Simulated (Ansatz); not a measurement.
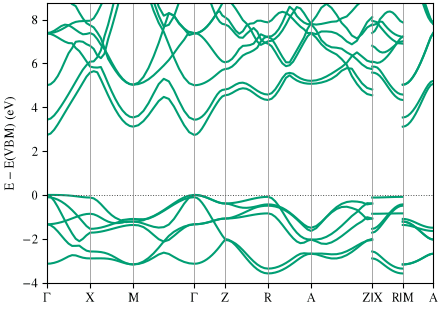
Fig. 1. Band structure from the program Ansatz at the LDA level (PAW)

### Question
Read off the gap and where the band edges lie.

### Answer
About 2.7 eV (2.73 eV by a search for the band edges); maximum at Γ, minimum at Γ.

The material is Mg₂SeS in space group P-4m2 (No. 115; Mg on 2g, Se on 1b, S on 1d).

The workflow started from a Materials Project entry (that database holds measured and hypothetical structures alike); the Crystallography Open Database copy checked does not list it. Its standing as an ambient phase is unchecked. Symmetry was held in the LDA relaxation; phonons on a q-mesh show no instability. Scalar-relativistic: spin–orbit coupling is off unless named, which matters more the heavier the elements.

Potentials: the later of the program's two PAW sets.
